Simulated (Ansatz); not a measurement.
# Ge2SiH8 (SMILES [GeH3][SiH2][GeH3]): SVWN5/cc-pVDZ

What is the electronic atomisation energy of Ge2SiH8 at SVWN5/cc-pVDZ? 

The results are computed with Ansatz 0.2.0.

39 further runs of the same task are left out: 39 set aside as unsound or not needed. Runs told in other sessions of the task aren't counted.

## (1) Starting point

The species is Ge2SiH8 (11 atoms), meant as a singlet with charge 0. SMILES: `[GeH3][SiH2][GeH3]`. The shape is that of a PBE0-D4/def2-TZVP optimisation.

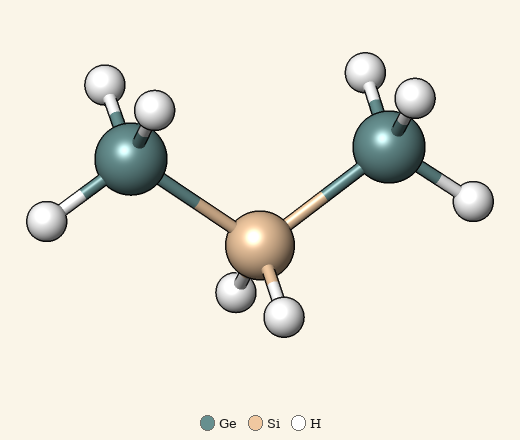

Viewed from a chosen angle; germanium teal, silicon light orange, hydrogen white.

## (2) A single-point energy at SVWN5/cc-pVDZ

run.yaml reads:

```yaml
basis:
  gaussian: {orbitals: cc-pVDZ}
crystal:
  periodic: [false, false, false]
  atoms:
    - {symbol: Ge, position_ang: [-1.314800, 1.329100, -0.648100]}
    - {symbol: Si, position_ang: [-0.420300, -0.850100, -0.318100]}
    - {symbol: Ge, position_ang: [1.631200, -0.735900, 0.880400]}
    - {symbol: H, position_ang: [-2.643400, 1.277800, -1.421300]}
    - {symbol: H, position_ang: [-0.321200, 2.193400, -1.442700]}
    - {symbol: H, position_ang: [-1.566300, 2.008100, 0.708900]}
    - {symbol: H, position_ang: [-0.189900, -1.498600, -1.638400]}
    - {symbol: H, position_ang: [-1.395700, -1.678400, 0.443000]}
    - {symbol: H, position_ang: [1.405900, -0.077200, 2.251900]}
    - {symbol: H, position_ang: [2.652000, 0.110600, 0.101200]}
    - {symbol: H, position_ang: [2.227800, -2.135700, 1.103800]}
hamiltonian: {xc: {name: SVWN5}}
accuracy: high
output: {orbitals: {seedname: orbitals}}
```

The run is started by

```console
$ ansatz run run.yaml --threads 1 --pin off --max-ram 3480MiB --events-out events.jsonl --progress --plain --runs-dir runs
```

Output:

```text
Warning: RAYON_NUM_THREADS=1 ignored (pool sized by the plan → 1); use --threads N
Functional definition: SVWN5
  name "SVWN5"
  exchange = slater_x
  correlation = vwn5_c
2634 factors; integrals over basis functions are off by at most 4.4e-9 eV
mean field evaluation 1: about -120836.0763 eV, gradient 1.8e1 eV
mean field evaluation 2: about -120837.1807 eV, gradient 7.9e0 eV
mean field evaluation 4: about -120837.4288 eV, gradient 3.9e-1 eV
mean field evaluation 8: about -120837.4220 eV, gradient 1.7e-2 eV
mean field evaluation 16: about -120837.4220 eV, gradient 4.0e-7 eV
mean field -120837.42202112 eV, -4440.6933527296 hartree, gradient 6.0e-8 eV, S^2 0.000000; 0 other end points of the search recorded, 0 dependent functions left out
reference -120837.42202521 eV, -4440.6933528800 hartree; 43, 43 occupied and 69, 69 virtual orbitals, 2634 factors
Total energy: -120837.42202521 eV, -4440.6933528800 hartree
```

Wall time 11 s (1 thread of Arm Neoverse V1, shared host); peak memory 0.35 GiB.

## (3) The Ge atom

run.yaml reads:

```yaml
crystal:
  periodic: [false, false, false]
  atoms:
    - {symbol: Ge, position_ang: [0.000000, 0.000000, 0.000000]}
basis:
  gaussian:
    orbitals: cc-pVDZ
magnetization:
  spin_polarized: true
  initial_magnetization: 2
hamiltonian:
  xc: {name: SVWN5}
accuracy: high
```

Run the same way, it converges to -2073.72750 Eh (log not shown).

## (4) The H atom at the same level

molecule.yaml reads:

```yaml
crystal:
  periodic: [false, false, false]
  atoms:
    - {symbol: H, position_ang: [0.000000, 0.000000, 0.000000]}
basis:
  gaussian:
    orbitals: cc-pVDZ
magnetization:
  spin_polarized: true
  initial_magnetization: 1
hamiltonian:
  xc: {name: SVWN5}
accuracy: high
```

Run the same way, it converges to -0.47747 Eh (log not shown).

## (5) The Si atom

molecule.yaml reads:

```yaml
crystal:
  periodic: [false, false, false]
  atoms:
    - {symbol: Si, position_ang: [0.000000, 0.000000, 0.000000]}
basis:
  gaussian: {orbitals: cc-pVDZ}
magnetization: {spin_polarized: true, initial_magnetization: 2}
hamiltonian: {xc: {name: SVWN5}}
accuracy: high
```

The run is started by

```console
$ ansatz run molecule.yaml --threads 1 --pin off --max-ram 3480MiB --events-out events.jsonl --progress --plain --runs-dir runs
```

Output:

```text
Warning: RAYON_NUM_THREADS=1 ignored (pool sized by the plan → 1); use --threads N
[... 4 set-up lines as earlier in the session ...]
144 factors; integrals over basis functions are off by at most 3.2e-9 eV
mean field evaluation 1: about -7842.2869 eV, gradient 2.3e0 eV
mean field evaluation 2: about -7842.2799 eV, gradient 2.5e0 eV
mean field evaluation 4: about -7842.3397 eV, gradient 1.2e0 eV
mean field evaluation 8: about -7842.3366 eV, gradient 1.2e0 eV
mean field evaluation 16: about -7842.3558 eV, gradient 3.3e-7 eV
mean field evaluation 32: about -7842.3558 eV, gradient 6.3e-8 eV
mean field -7842.35583913 eV, -288.2012613483 hartree, gradient 1.8e-8 eV, S^2 2.001235; 1 other end points of the search recorded, 0 dependent functions left out
reference -7842.35584067 eV, -288.2012614051 hartree; 8, 6 occupied and 10, 12 virtual orbitals, 144 factors
Total energy: -7842.35584067 eV, -288.2012614051 hartree
```

It took 0.66 s on 1 thread of Arm Neoverse V1, shared host.

## (6) What came out

Level: SVWN5/cc-pVDZ.

| quantity | value |
| --- | --- |
| molecule: total energy | -4440.69335 Eh |
| molecule: HOMO energy | -6.92 eV |
| molecule: LUMO energy | -0.87 eV |
| molecule: HOMO–LUMO gap | 6.05 eV |
| Ge atom: total energy | -2073.72750 Eh |
| Ge atom: ⟨S²⟩ | 2.001 |
| H atom: total energy | -0.47747 Eh |
| H atom: ⟨S²⟩ | 0.750 |
| Si atom: total energy | -288.20126 Eh |
| Si atom: ⟨S²⟩ | 2.001 |
| electronic atomisation energy | 33.126 eV |

**Reading.** Taking the molecule apart into free atoms costs 33.13 eV (3196 kJ/mol), before zero-point energy and without spin-orbit coupling.
